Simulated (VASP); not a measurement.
```
CELL_PARAMETERS angstrom
      2.84585     0.00000     0.00000
      0.00000     2.84585     0.00000
      0.00000     0.00000     3.72850
ATOMIC_POSITIONS crystal
  Cu 0.00000 0.00000 0.00000
  Au 0.50000 0.50000 0.50000
```

The numbers are results of PW91 GGA, VASP's PBE PAW potentials (set 64) (plane waves; VASP), not measurements. Settings: 520 eV cut-off, 14×14×11 Γ-centred mesh, tetrahedra with Blöchl corrections, potentials Cu Au.

Unless said otherwise, spin-orbit coupling is left out, though it shifts the bands of the heavy elements here.

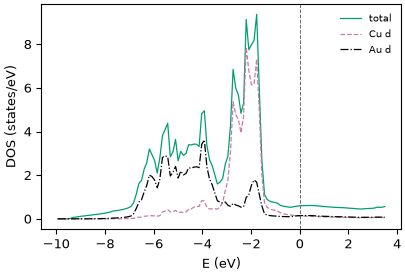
Figure. Total and projected density of states, zero at the Fermi level

Within 2 eV below the Fermi level the largest weight inside VASP's projection spheres is Cu d, then Au d.

It has no gap at this level: it comes out as a metal or semimetal.

The compound is CuAu in the L1_0 structure. It was relaxed first.
